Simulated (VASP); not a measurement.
Band structure of Li2S (antifluorite). Method: PBE GGA with D3 dispersion (Becke-Johnson damping), VASP's PBE PAW potentials (set 64) (plane waves; VASP 6.6.1).

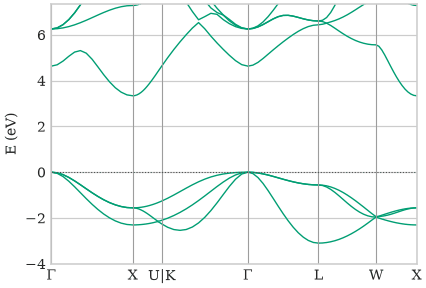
Figure. Bands along high-symmetry lines, zero at the valence-band maximum or, without a gap, the Fermi level

Question: Read the plot: is there a gap, and where are the band edges?

Answer: The gap is indirect, 3.34 eV, from the valence maximum at Γ to the conduction minimum at X. (Edges off the drawn lines would not show.)

The compound is Li2S in the antifluorite structure. It was relaxed first, which changed the volume by -8 %.
